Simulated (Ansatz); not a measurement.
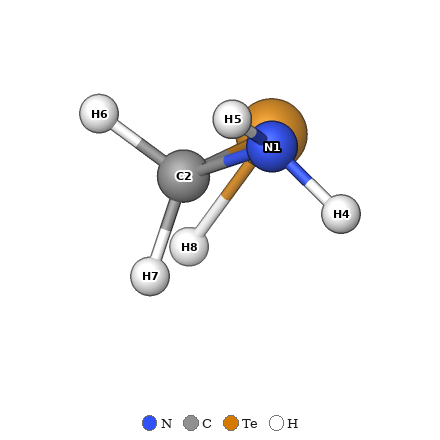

The system is CH5NTe, SMILES NC[TeH]; the picture shows the reference structure. The first coordinate is: dihedral H4–N1–C2–Te3; the second: dihedral N1–C2–Te3–H8. Nothing is relaxed (all other coordinates rigid). The grid has 18 × 18 points. Energies are in kcal/mol, from the lowest grid point. Theory: RKS SPW92 (LDA)/def2-SVP in Ansatz.

Its coordinates:

```xyz
8

N    -0.5228    0.9313   -0.7099
C     0.3057    0.1558    0.1284
Te   -0.9556   -1.3197    1.1729
H    -0.7834    0.4722   -1.5890
H    -0.1894    1.8866   -0.8723
H     0.7613    0.7904    0.9150
H     1.1157   -0.4505   -0.3447
H     0.2686   -2.4659    1.2995
```

Range: dihedral H4–N1–C2–Te3 from −180 to 160°; dihedral N1–C2–Te3–H8 from −180 to 160°.

Q: What landscape does the calculation give?

A: The lowest grid point is at dihedral H4–N1–C2–Te3 = 60°, dihedral N1–C2–Te3–H8 = −180°. The bottom of the well lies between grid points, at about dihedral H4–N1–C2–Te3 = 70°, dihedral N1–C2–Te3–H8 = 175°, about 0.16 kcal/mol lower on the interpolated surface. There are further wells near dihedral H4–N1–C2–Te3 = 80°, dihedral N1–C2–Te3–H8 = −60° (0.08 kcal/mol above the lowest at that grid point); dihedral H4–N1–C2–Te3 = 60°, dihedral N1–C2–Te3–H8 = 80° (0.16 kcal/mol above the lowest at that grid point); dihedral H4–N1–C2–Te3 = −80°, dihedral N1–C2–Te3–H8 = 160° (1.4 kcal/mol above the lowest at that grid point). The highest grid point, dihedral H4–N1–C2–Te3 = 140°, dihedral N1–C2–Te3–H8 = 0°, lies 9.4 kcal/mol above the lowest. On the interpolated surface the easiest way out of the lowest well to the well at about dihedral H4–N1–C2–Te3 = 65°, dihedral N1–C2–Te3–H8 = 75° passes a barrier of about 0.58 kcal/mol, counted from the interpolated bottom of the well. Round the minimum the valley is somewhat tilted: raising dihedral H4–N1–C2–Te3 shifts the best value of dihedral N1–C2–Te3–H8 downwards (coupling k₁₂/√(k₁₁k₂₂) about 0.5).

| dihedral N1–C2–Te3–H8 ↓, dihedral H4–N1–C2–Te3 → | −180 | −140 | −100 | −60 | −20 | 20 | 60 | 100 | 140 |
| --- | --- | --- | --- | --- | --- | --- | --- | --- | --- |
| 140 | 7.5 | 5.2 | 2.4 | 2.0 | 6.3 | 5.5 | 0.6 | 1.8 | 7.2 |
| 100 | 5.9 | 5.2 | 3.6 | 2.7 | 5.2 | 3.8 | 0.5 | 2.0 | 5.7 |
| 60 | 4.6 | 4.1 | 3.8 | 3.7 | 6.0 | 3.4 | 0.2 | 2.6 | 5.6 |
| 20 | 6.2 | 5.0 | 4.5 | 5.0 | 8.5 | 6.0 | 1.9 | 4.7 | 8.3 |
| −20 | 7.6 | 5.6 | 3.8 | 3.3 | 7.2 | 6.4 | 1.9 | 3.8 | 8.8 |
| −60 | 5.9 | 4.8 | 3.0 | 2.0 | 4.8 | 4.0 | 0.2 | 1.5 | 6.1 |
| −100 | 5.2 | 4.6 | 4.2 | 3.7 | 5.5 | 3.6 | 0.6 | 2.5 | 5.8 |
| −140 | 4.9 | 3.5 | 3.9 | 5.1 | 7.3 | 3.8 | 0.5 | 3.9 | 7.4 |
| −180 | 6.4 | 3.4 | 2.1 | 3.4 | 7.7 | 5.0 | 0.0 | 2.8 | 8.3 |

The table holds every second grid line.

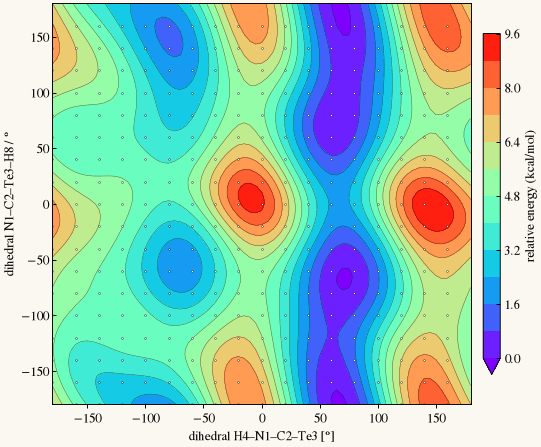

The picture shows filled contours, dots at the grid points. Between grid points the surface is interpolated.

The whole map (324 points run) took 5.9 min on 1 thread of Intel(R) Xeon(R) Platinum 8488C (Sapphire Rapids), with other jobs on the host.
